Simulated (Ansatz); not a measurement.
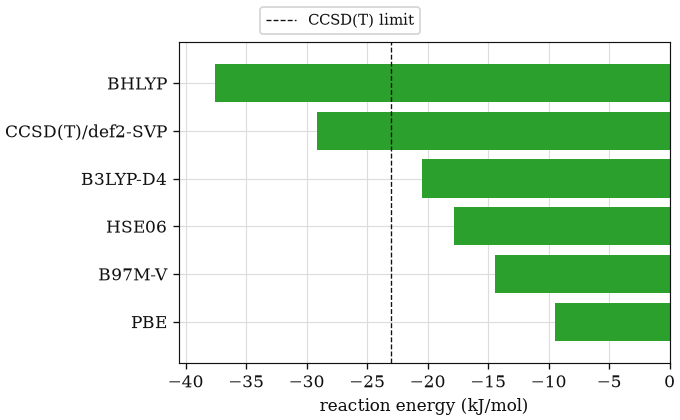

Electronic reaction energy of B₂SiH₅F (BB[SiH2]F) + H₂ ([H][H]) → B₂H₄ (BB) + SiH₃F (F[SiH3]) (SMILES in brackets) at several levels (functionals in def2-TZVPP unless a basis is named), isolated molecules at PBE0-D4 triple-zeta geometries, minima by their frequencies, no zero-point or thermal terms, the Ansatz code. The line is frozen-core CCSD(T) at the basis limit (MP2 extrapolated from triple and quadruple zeta, plus CCSD(T) less MP2 in a smaller set). No dispersion term is added to BHLYP, HSE06 and PBE. The distance of CCSD(T)/def2-SVP to the limit includes basis error.

Q: What range do the values span, the line included?

A: From −37.6 kJ/mol (BHLYP) to −9.5 kJ/mol (PBE).

Q: Which level comes closest to the line (CCSD(T) limit), and which misses most?

A: Closest B3LYP-D4 (−20.5 kJ/mol), against −23.0 kJ/mol; farthest BHLYP (−37.6 kJ/mol).

Note: one conformer of each flexible molecule.
